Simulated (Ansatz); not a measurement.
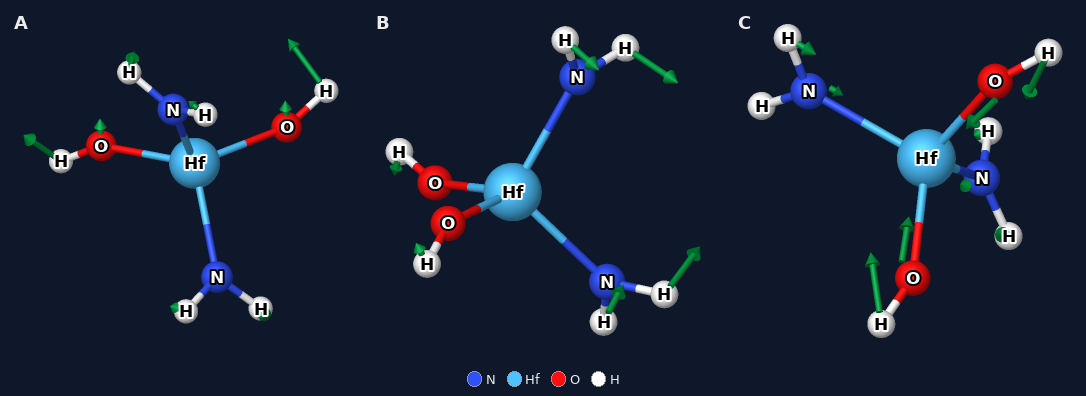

3 normal modes of one molecule or complex, as arrows. The species is neutral and a spin singlet. Harmonic vibrations computed with RKS PBE0-D4/def2-TZVP, core potentials on Hf (Ansatz 0.2.0) at a stationary point of the same level.

### Match the panels to the wavenumbers 145 cm⁻¹, 430 cm⁻¹, 684 cm⁻¹.

A: 145 cm⁻¹
B: 430 cm⁻¹
C: 684 cm⁻¹, in-phase stretching of 2 Hf–O bonds
